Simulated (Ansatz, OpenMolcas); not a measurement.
How methods differ on GaCl3 (gallium trichloride (monomer))

The species is GaCl3 (4 atoms), meant as a singlet with charge 0. As SMILES, `[Cl][Ga]([Cl])[Cl]`. The coordinates come from a PBE0-D4/def2-TZVP relaxation.

Each level gives the HOMO–LUMO gap (eV). The values are calculated.

```csv
level,kind,program,value (eV),CPU time
HF/aug-cc-pVDZ,Hartree–Fock,Ansatz,13.45,16 s
SVWN5/aug-cc-pVDZ,LDA,OpenMolcas,4.85,39 s
M06-L/aug-cc-pVDZ,meta-GGA,OpenMolcas,5.69,59 s
TPSS/aug-cc-pVDZ,meta-GGA,OpenMolcas,5.26,56 s
r2SCAN/aug-cc-pVDZ,meta-GGA,Ansatz,5.66,54 s
BHLYP/aug-cc-pVDZ,global hybrid,Ansatz,9.44,36 s
PBE0/aug-cc-pVDZ,global hybrid,Ansatz,7.33,34 s
B2PLYP/aug-cc-pVDZ,double hybrid,OpenMolcas,9.69,34 s
```

All-electron rows without a relativistic Hamiltonian named are non-relativistic. The values span 4.85 to 13.45 eV. Orbital gaps aren't excitation energies, and those of double hybrids come from the SCF part alone; they tend to grow with the share of exact exchange. CPU times are rough (shared hosts, several kinds of processor and program).

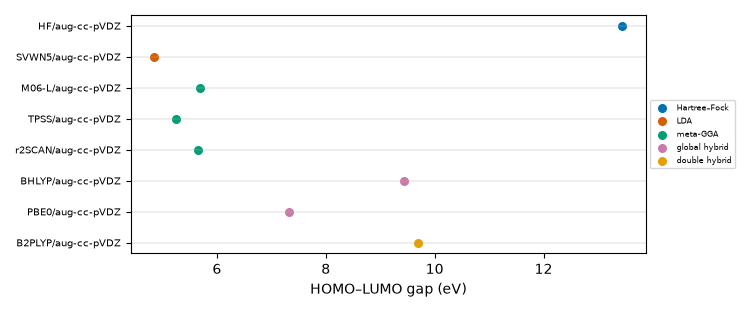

The values of the table, level by level.
